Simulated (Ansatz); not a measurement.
# AlGeH6N: what the fields show

The calculation's input:

```
crystal:
  periodic: [false, false, false]
  atoms:
    - {symbol: Al, position_ang: [-1.247617, 0.239785, -1.335932]}
    - {symbol: Ge, position_ang: [-3.417297, 0.160138, 0.456170]}
    - {symbol: "N", position_ang: [-1.352891, 0.592713, 0.565316]}
    - {symbol: H, position_ang: [-3.029072, 0.034646, -1.244552]}
    - {symbol: H, position_ang: [-1.071796, 1.584455, -2.160266]}
    - {symbol: H, position_ang: [-0.559703, -1.148878, -1.663993]}
    - {symbol: H, position_ang: [-0.873568, -0.045488, 1.196025]}
    - {symbol: H, position_ang: [-1.191604, 1.544780, 0.885058]}
    - {symbol: H, position_ang: [-3.050853, -1.396572, 0.587014]}
basis:
  gaussian:
    orbitals: def2-TZVPD
output: {forces: true, orbitals: {seedname: orbitals}}
hamiltonian:
  xc: {name: PBE0}
```

Run with:

```sh
ansatz run input.yaml --threads 1 --pin off --max-ram 2610MiB --events-out events.jsonl --progress --plain --runs-dir runs
```

Geometry: B3LYP/6-31G*.

Computed with isolated molecule in a Gaussian basis; Kohn-Sham density functional theory, functional PBE0 in Ansatz.

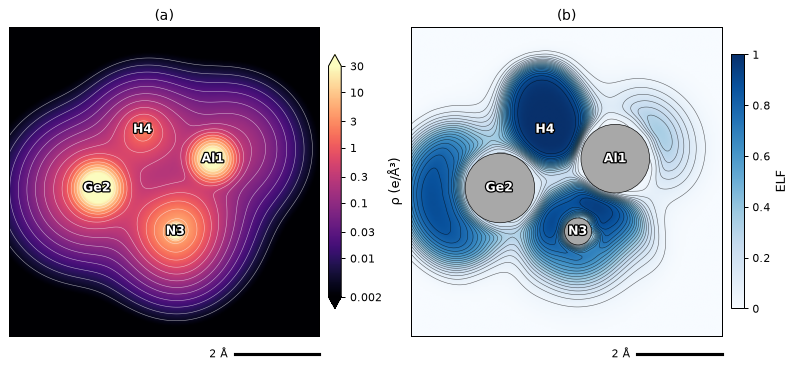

Figure 1. (a) total electron density; (b) electron localisation function on the plane of atoms N3, Ge2 and H4. Grey discs cover the atomic cores in the ELF map.

Question: Read the bonding off the picture.

Answer:
- The section cuts through Al, Ge, N and H sites.
- Al–N (1.94 Å): ρ at the midpoint is about 0.63 e/Å³; the ELF peaks at about 0.95 between the atoms, as expected for a polar covalent bond.
- Ge–N (2.11 Å): ρ at the midpoint is about 0.55 e/Å³; the ELF peaks at about 0.90 in the valence shell of N, 0.7 Å from its nucleus, and is about 0.50 at the midpoint.

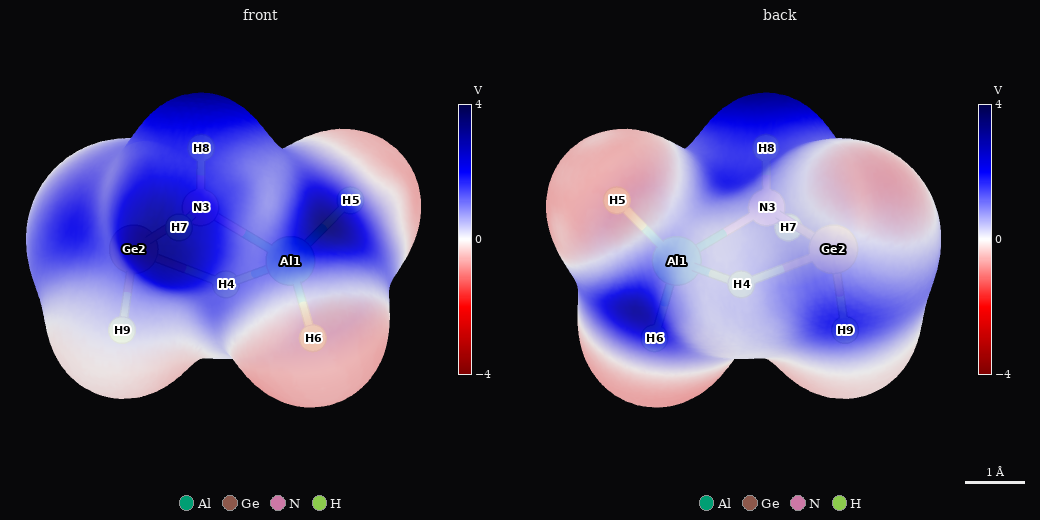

Figure 2. The molecular electrostatic potential painted on the density surface at 0.004 e/bohr³, seen from the front and from behind; the colour scale runs from red (negative) to blue (positive).

Question: Describe the electrostatic potential map.

Answer: The most negative region (about −0.6 V) lies over H5 and H6, the most positive (about +3.2 V) over Al1, H7 and H8.

Question: How polar is the molecule by this calculation?

Answer: Its dipole moment is 2.46 D.

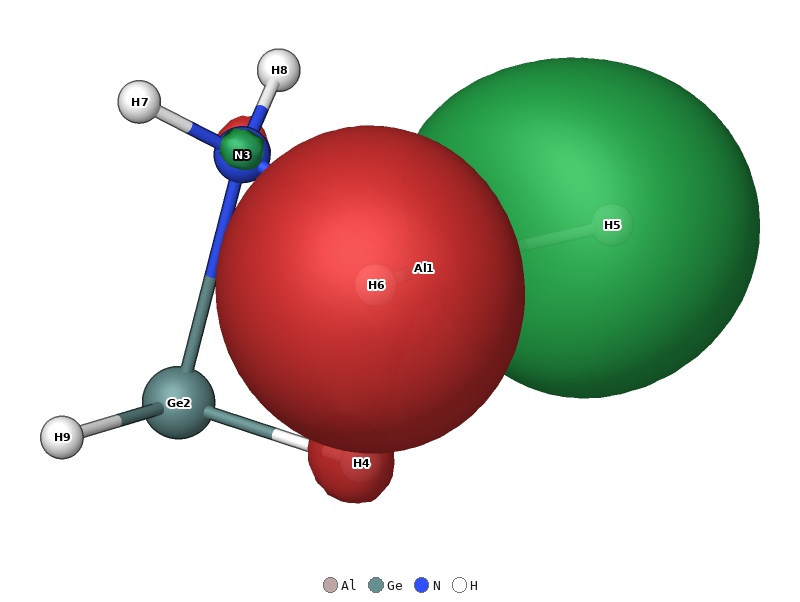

Figure 3. The HOMO−1 at ±0.1 Å⁻³ᐟ² (green and red are the two phases), seen at a tilt.

Question: Describe this orbital and give its energy.

Answer: By Hirshfeld shares it lies mainly on Al1 (about 35 %), H5 (about 35 %) and H6 (about 25 %). Its energy is −8.25 eV.
